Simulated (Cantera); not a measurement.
Input: 1 mol CF₄, a varied amount of CH₄, held at 948 K and 4.40e-5 bar.

Method: chemical equilibrium by Gibbs-energy minimisation in Cantera with the NASA 1993 tables (ideal gas, pure condensed phases). Candidate condensed phases: C, C₆H₆, C₇H₈, C₈H₁₈; 95 gas species. Gases not in the tables: C₂F₆ and larger saturated fluorocarbons. Rates play no part.

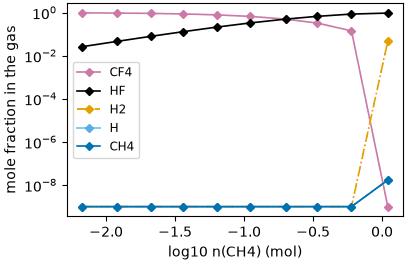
Figure: Equilibrium gas composition (values under 1e-9 drawn at 1e-9)

From 0.0067 mol CH₄ to 1.1 mol CH₄ the condensed part is C(graphite). The main C-bearing gas is CF₄ at 0.0067 mol CH₄ and CH₄ at 1.1 mol CH₄. The share of C in condensed phases is highest at 1.1 mol CH₄ (100.0 %) and lowest at 0.0067 mol CH₄ (1.3 %).
